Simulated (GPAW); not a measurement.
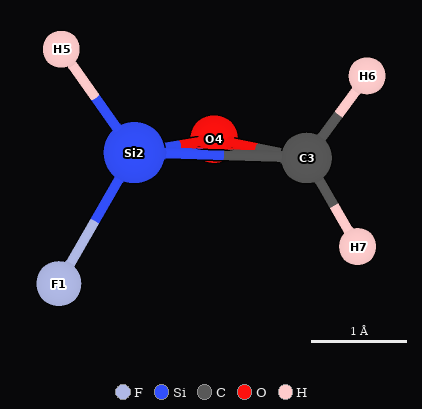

Fig. 1: The input geometry (ball-and-stick view, seen at a tilt; atoms are numbered from 1 in the order of the input). Bond lengths as drawn: C–H 1.08 Å, C–O 1.49 Å, C–Si 1.84 Å, F–Si 1.60 Å, H–Si 1.43 Å and O–Si 1.63 Å.

## Run report: CH₃FOSi, calculation of the molecule and its ions (part 1 of 2)

- system: CH₃FOSi
- method: PBE/real-space grid, scalar-relativistic datasets (GPAW 26.7.0)

The geometry comes from this level: GFN2-xTB.

Input (calc.py):
```python
from ase.io import read
from gpaw import GPAW

system = read("run.xyz")
system.center(vacuum=4.5)

energies = {}
for name, charge, unpaired in [("neutral", 0, 0), ("oxidised", 1, 1)]:
    system.set_initial_magnetic_moments([unpaired / len(system)] * len(system))
    gpaw_calc = GPAW(mode="fd",
                     h=0.25,
                     xc="PBE",
                     charge=charge,
                     occupations={"name": "fermi-dirac", "width": 0.0, "fixmagmom": unpaired > 0},
                     maxiter=100,
                     symmetry="off",
                     txt="-")
    system.calc = gpaw_calc
    energies[name] = system.get_potential_energy()
    print(f'{name:10} {energies[name]:12.5f} eV')

ip = energies["oxidised"] - energies["neutral"]
print(f"Vertical IP: {ip:.3f} eV")
```

File run.xyz:
```
7

F     -2.117370    -0.038810     0.319850
Si    -0.728360     0.135000    -0.458070
C      0.836210     0.037200     0.498120
O      0.318140    -1.103770    -0.308130
H     -0.940880     0.780190    -1.715220
H      1.780290     0.391140     0.111190
H      0.851970    -0.200940     1.552270
```

Launched with:
```bash
python calc.py
```

Log:
```
__  _  _
 | _ |_)|_||  |
 |__||  | ||/\| - 26.7.0

units:  Angstrom and eV
cores:  1
OpenMP: False

Versions:
  Python: 3.12.14
  ASE:    3.29.0
  Numpy:  2.5.5
  Scipy:  1.18.1
  Libxc:  7.0.0

        _gpaw.cpython-312-x86_64-linux-gnu.so

Input parameters:
  mode=FD(),
  charge=0.0,
  h=0.25,
  maxiter=100,
  occupations=Occupations(name='fermi-dirac', width=0.0, fixmagmom=False),
  symmetry=Symmetry(point_group=False, time_reversal=False),
  xc=XC(name='PBE')

Diagonalizing LCAO Hamiltonian
Converting LCAO to fd mode
        .-------------------------------.
       /|                               |
      / |                               |
     /  |                               |
    /   |                               |
   /    |                               |
  /     |                               |
 *      |                               |
 |      |                               |
 |      |              H                |
 |      |       F      C  H             |
 |      |          Si                   |
 |      |          H O                  |
 |      |                               |
 |      |                               |
 |      .-------------------------------.
 |     /                               /
 |    /                               /
 |   /                               /
 |  /                               /
 | /                               /
 |/                               /
 *-------------------------------*

Atoms  # Å, Bohr magnetons
|   | symbol |        x |        y |        z |    initial magnetic moments |
|---|--------|----------|----------|----------|-----------------------------|
| 0 |      F | 4.500000 | 5.564960 | 6.535070 | ( 0.0000,  0.0000,  0.0000) |
| 1 |     Si | 5.889010 | 5.738770 | 5.757150 | ( 0.0000,  0.0000,  0.0000) |
| 2 |      C | 7.453580 | 5.640970 | 6.713340 | ( 0.0000,  0.0000,  0.0000) |
| 3 |      O | 6.935510 | 4.500000 | 5.907090 | ( 0.0000,  0.0000,  0.0000) |
| 4 |      H | 5.676490 | 6.383960 | 4.500000 | ( 0.0000,  0.0000,  0.0000) |
| 5 |      H | 8.397660 | 5.994910 | 6.326410 | ( 0.0000,  0.0000,  0.0000) |
| 6 |      H | 7.469340 | 5.402830 | 7.767490 | ( 0.0000,  0.0000,  0.0000) |

Unit cell  # Å
| periodic |         x |         y |         z |   lengths |    angles |
|----------|-----------|-----------|-----------|-----------|-----------|
|       no | 12.897660 |  0.000000 |  0.000000 | 12.897660 | 90.000000 |
|       no |  0.000000 | 10.883960 |  0.000000 | 10.883960 | 90.000000 |
|       no |  0.000000 |  0.000000 | 12.267490 | 12.267490 | 90.000000 |

Number of symmetries: 1
Symmetry operations  # r_c * U_cc + t_c -> r_c
|   | kind |            matrix            |
|---|------|------------------------------|
| 0 |  E   |  1, 0, 0,  0, 1, 0,  0, 0, 1 |

BZ-sampling:
  Number of BZ points: 1
  Number of IBZ points: 1

  Monkhorst-Pack size: [1, 1, 1]
  Monkhorst-Pack shift: [0, 0, 0]

K-points  # in reciprocal-cell coordinates
|   |                                coordinates |     weight |
|---|--------------------------------------------|------------|
| 0 | (  0.00000000,   0.00000000,   0.00000000) | 1.00000000 |

Uniform wave function grid shape: (np.int64(51), np.int64(43), np.int64(47))
Spin-components: 1 (collinear spins)
Bands:           19
Projectors:      29
Spin-degeneracy: 2
Datatype:        float64

  Storage: CPU
  Wave functions: 15_666_792 bytes (15_666_792 per core)

Parallelization:
  kpt:    1
  domain: 1
  band:   1

Density:
  Valence electrons: 24.0
  Components: 1
  Grid points: [52 44 48]
  Charge: 0.0  # |e|

Potential:
  Grid points: [52 44 48]

species:
  F:
    name:    Fluorine
    Z:       9.0
    valence: 7
    core:    2
    charge:  0.0  # [|e|]
    file:    F.PBE.gz
    compensation charges:
      type: gauss
      rc: 0.20  # [Å]
      lmax: 2
    cutoffs:
      filter: 1.14  # [Å]
      core: 0.74  # [Å]
    projectors
    | kind |    occ | energy [eV] | rcut [Å] |
    |------|--------|-------------|----------|
    |   2s |  2.000 |     -29.898 |    0.635 |
    |   2p |  5.000 |     -11.110 |    0.635 |
    |    s |        |      -2.687 |    0.635 |
    |    p |        |      16.102 |    0.635 |
    |    d |        |       0.000 |    0.635 |

    Using partial waves for F as LCAO basis

  Si:
    name:    Silicon
    Z:       14.0
    valence: 4
    core:    10
    charge:  0.0  # [|e|]
    file:    Si.PBE.gz
    compensation charges:
      type: gauss
      rc: 0.33  # [Å]
      lmax: 2
    cutoffs:
      filter: 1.86  # [Å]
      core: 2.06  # [Å]
    projectors
    | kind |    occ | energy [eV] | rcut [Å] |
    |------|--------|-------------|----------|
    |   3s |  2.000 |     -10.812 |    1.058 |
    |   3p |  2.000 |      -4.081 |    1.058 |
    |    s |        |      16.399 |    1.058 |
    |    p |        |      23.130 |    1.058 |
    |    d |        |       0.000 |    1.058 |

    Using partial waves for Si as LCAO basis

  C:
    name:    Carbon
    Z:       6.0
    valence: 4
    core:    2
    charge:  0.0  # [|e|]
    file:    C.PBE.gz
    compensation charges:
      type: gauss
      rc: 0.20  # [Å]
      lmax: 2
    cutoffs:
      filter: 1.14  # [Å]
      core: 1.14  # [Å]
    projectors
    | kind |    occ | energy [eV] | rcut [Å] |
    |------|--------|-------------|----------|
    |   2s |  2.000 |     -13.751 |    0.635 |
    |   2p |  2.000 |      -5.284 |    0.635 |
    |    s |        |      13.461 |    0.635 |
    |    p |        |      21.927 |    0.635 |
    |    d |        |       0.000 |    0.635 |

    Using partial waves for C as LCAO basis

  O:
    name:    Oxygen
    Z:       8.0
    valence: 6
    core:    2
    charge:  0.0  # [|e|]
    file:    O.PBE.gz
    compensation charges:
      type: gauss
      rc: 0.21  # [Å]
      lmax: 2
    cutoffs:
      filter: 1.17  # [Å]
      core: 0.83  # [Å]
    projectors
    | kind |    occ | energy [eV] | rcut [Å] |
    |------|--------|-------------|----------|
    |   2s |  2.000 |     -23.961 |    0.688 |
    |   2p |  4.000 |      -9.029 |    0.598 |
    |    s |        |       3.251 |    0.688 |
    |    p |        |      18.182 |    0.598 |
    |    d |        |       0.000 |    0.619 |

    Using partial waves for O as LCAO basis

  H:
    name:    Hydrogen
    Z:       1.0
    valence: 1
    core:    0
    charge:  0.0  # [|e|]
    file:    H.PBE.gz
    compensation charges:
      type: gauss
      rc: 0.15  # [Å]
      lmax: 2
    cutoffs:
      filter: 0.85  # [Å]
      core: 0.53  # [Å]
    projectors
    | kind |    occ | energy [eV] | rcut [Å] |
    |------|--------|-------------|----------|
    |   1s |  1.000 |      -6.494 |    0.476 |
    |    s |        |      20.717 |    0.476 |
    |    p |        |       0.000 |    0.476 |

    Using partial waves for H as LCAO basis

Reference energy: -13706.375939  # eV

eigensolver:
  PPCG
  Converge bands: occupied
  niter=2

density mixing:
  MSR1-Mixer
  Pratt-step length: 0.05
  Maximum mixing coefficient: 0.75
  Old densities: 10
  SVD Regularization: 0.005
  Good broyden scale: 1.0
  Trust region scale: 1.0
  Backstep threshold: 4.0
  History deletion threshold: 6.0
  Fourier metric: weight=20.0, sigma=0.015

occupation numbers:
  # Zero width

FastPoissonSolver using
    Stencil: 6*3+1=19 point O(h^6) finite-difference Laplacian
    FFT axes: []
    FST axes: [np.int64(1), np.int64(2), np.int64(0)]

xc functional:
  name: PBE with 2 nearest neighbor stencil
interpolation: tri-quintic # 5. degree polynomial

Initialization done in: 1.143 s

convergence criteria:
- Maximum [total energy] change in last 3 cyles: 0.0005 eV / valence electron
- Maximum integral of absolute [dens]ity change: 0.0001 electrons / valence electron
- Maximum integral of absolute [eigenst]ate change: 4e-08 eV^2 / valence electron
maximum number of iterations: 100

SCF iterations
|iter     |     time |      energy | eigst |  dens |
|---------|----------|-------------|-------|-------|
|iter:   1| 00:00:02 |  -40.648230 | +1.06 |       |
|iter:   2| 00:00:03 |  -39.991415 | -0.07 | -0.70 |
|iter:   3| 00:00:04 |  -37.060363 | +0.14 | -0.74 |
|iter:   4| 00:00:04 |  -36.978566 | -0.59 | -1.27 |
|iter:   5| 00:00:05 |  -36.967423 | -1.40 | -1.60 |
|iter:   6| 00:00:06 |  -36.967249c| -2.06 | -2.16 |
|iter:   7| 00:00:07 |  -36.967853c| -3.04 | -2.48 |
|iter:   8| 00:00:08 |  -36.967950c| -3.72 | -2.95 |
|iter:   9| 00:00:08 |  -36.967953c| -4.53 | -3.54 |
|iter:  10| 00:00:09 |  -36.967954c| -5.23 | -3.95 |
|iter:  11| 00:00:10 |  -36.967954c| -6.03 | -4.60c|
|iter:  12| 00:00:11 |  -36.967954c| -6.66 | -4.90c|
|iter:  13| 00:00:12 |  -36.967954c| -7.35 | -5.33c|
|iter:  14| 00:00:12 |  -36.967954c| -7.69c| -5.82c|

Converged in 14 steps
SCF loop duration: 11.014 s (0.787 s/step)
Energy contributions relative to reference atoms: (reference = -13706.375939)

Energy contributions:
  Kinetic:          48.722775
  Coulomb:         -51.079049
  Zero:              2.175578
  External:          0.000000
  Xc:              -36.787258
  Entropy:           0.000000
  Spinorbit:         0.000000
  ----------------------------
  Free energy:     -36.967954
  Extrapolated:    -36.967954

dipole moment: (0.081945, 0.334557, -0.123390)  # |e|*Ang

Fermi level: -3.807
Eigenvalues  # (at kpt = [0.000, 0.000, 0.000])
| band index |      eig [eV] | occ [0-2] |
|------------|---------------|-----------|
|          0 |       -30.056 |     2.000 |
|        ... |               |           |
|          4 |       -11.919 |     2.000 |
|          5 |       -11.383 |     2.000 |
|          6 |       -10.911 |     2.000 |
|          7 |       -10.782 |     2.000 |
|          8 |       -10.400 |     2.000 |
|          9 |        -9.363 |     2.000 |
|         10 |        -7.182 |     2.000 |
|         11 |        -6.490 |     2.000 |
|         12 |        -1.124 |     0.000 |
|         13 |        -0.769 |     0.000 |
|         14 |        -0.212 |     0.000 |
|         15 |         0.005 |     0.000 |
|         16 |         0.535 |     0.000 |
|         17 |         0.883 |     0.000 |
|         18 |         1.361 |     0.000 |
```
